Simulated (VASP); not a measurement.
Band structure of BaZrO3 (cubic perovskite). Computed with PBEsol GGA with spin-orbit coupling, VASP's PBE PAW potentials (set 64) (plane waves; VASP).

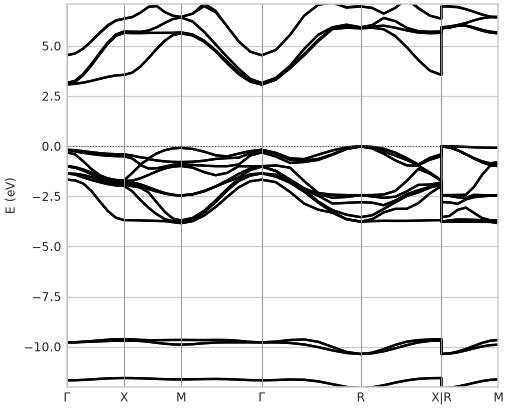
*Bands along high-symmetry lines, zero at the valence-band maximum or, without a gap, the Fermi level*

Question: Read the plot: is there a gap, and where are the band edges?

Answer: The gap is indirect, 3.07 eV, from the valence maximum at R to the conduction minimum at Γ.

The compound is BaZrO3 in the cubic perovskite structure. The cell was not relaxed at this level.
